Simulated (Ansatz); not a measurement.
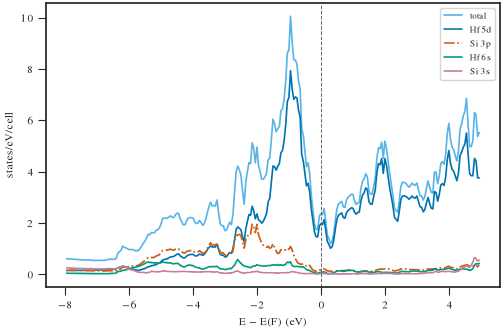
Figure: Total and projected density of states of Hf2Si in space group I4/mcm (No. 140; Hf on 8h, Si on 4a), plane-wave PAW r²SCAN (Ansatz code)

**Question.** Which orbitals carry the states next to the Fermi level?

**Answer.** Within 0.5 eV of the Fermi level: Hf 5d 83 %, Si 3p 8 %. Projections are on Löwdin-orthogonalised atomic valence shells; empty p or d shells of many metals are not among them.

**Question.** Where is the tallest occupied peak in this window, and what makes it?

**Answer.** Near -0.9 eV, about 10 states/eV per cell; the largest projected share is Hf 5d.

The workflow started from a Materials Project entry (that database holds measured and hypothetical structures alike); the Crystallography Open Database copy checked does not list it. Its standing as an ambient phase is unchecked. Symmetry was held in the r²SCAN relaxation; whether a distortion lowers the energy is not shown. No spin polarisation was allowed. Spin–orbit coupling is left out wherever it is not named.

Potentials: the earlier of the program's two PAW sets.
